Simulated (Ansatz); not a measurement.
```yaml
atoms:
  - { symbol: Al, position_ang: [-0.0423, -0.0332, -0.0367] }
  - { symbol: O, position_ang: [-0.0188, -0.1305, 1.6635] }
  - { symbol: H, position_ang: [-0.8263, -0.1708, 2.2002] }
  - { symbol: Cl, position_ang: [1.8059, 0.0354, -1.0160] }
  - { symbol: Cl, position_ang: [-1.8281, 0.0176, -1.1440] }
```

Level of theory: RKS PBE-D4/def2-SVP (Ansatz 0.2.0).

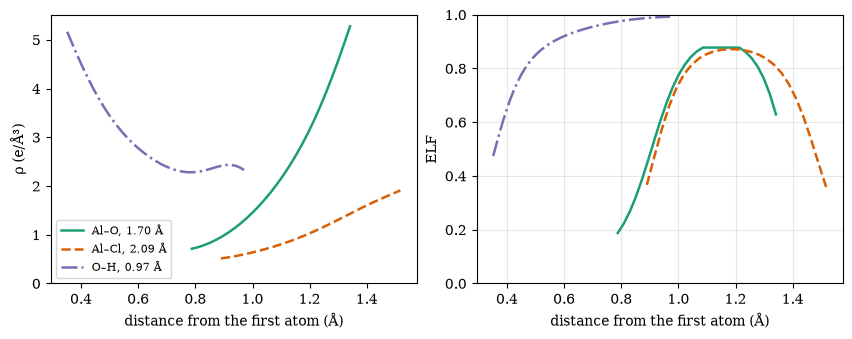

AlCl$_{2}$HO. Electron density and electron localisation function along straight lines between neighbouring atoms. The curves leave out the atomic cores.

**Compare the contacts.**

Al–O (1.70 Å): ρ is about 0.84 e/Å³ halfway; the ELF peaks at about 0.90 in the valence shell of O, 0.6 Å from its nucleus, and is about 0.30 at the midpoint.
Al–Cl (2.09 Å): ρ at the midpoint is about 0.71 e/Å³; the ELF peaks at about 0.85 in the valence shell of Cl, 0.9 Å from its nucleus, and is about 0.80 at the midpoint.
O–H (0.97 Å): ρ at the midpoint is about 3.6 e/Å³; the ELF climbs to about 1 towards the hydrogen, as it does in any bond to H: an ordinary covalent bond to hydrogen.
